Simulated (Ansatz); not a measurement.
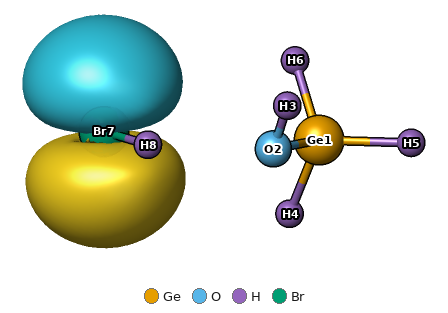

*GeH₄O···HBr. The HOMO−1 at ±0.1 Å⁻³ᐟ² (yellow and cyan are the two phases), seen from one side.*

Not at a stationary point (largest force 1.3 eV/Å).

Level of theory: RKS B3LYP-D4/def2-SVP (Ansatz).

```xyz
8

Ge   -0.1410    0.1450    0.0103
O    -0.1109    0.1596    1.7977
H    -0.9870    0.0848    2.1985
H     1.3269    0.2788   -0.4007
H    -0.9631    1.3682   -0.4607
H    -0.7908   -1.1509   -0.5112
Br    1.7241   -2.7102    1.1877
H     1.1303   -1.6399    2.0595
```

Question: Describe this orbital and give its energy.

Answer: Its weight (Hirshfeld) is mainly on Br7 (about 95 %); largely a lone pair of Br7. Its energy is −7.86 eV.
